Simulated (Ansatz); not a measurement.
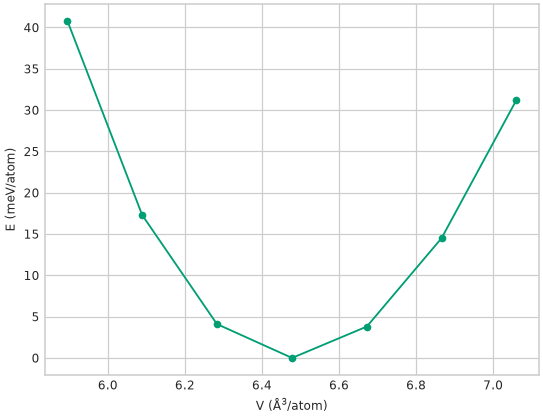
Fig. 1. Be2C (fluorite or antifluorite type, space group No. 225) under volume change, plane-wave PAW LDA (Ansatz code), scaled uniformly.

Q: What does a third-order Birch–Murnaghan fit give for V₀, B₀ and B′?

A: V₀ = 6.48 Å³/atom, B₀ = 217 GPa, B′ = 3.5.

Space group Fm-3m (fluorite or antifluorite type). The LDA relaxation kept the symmetry of its start.

Potentials: the earlier of the program's two PAW sets. The files were generated under PBE; for other functionals the program regenerates the frozen cores, and for LDA and PBEsol the local potential too.
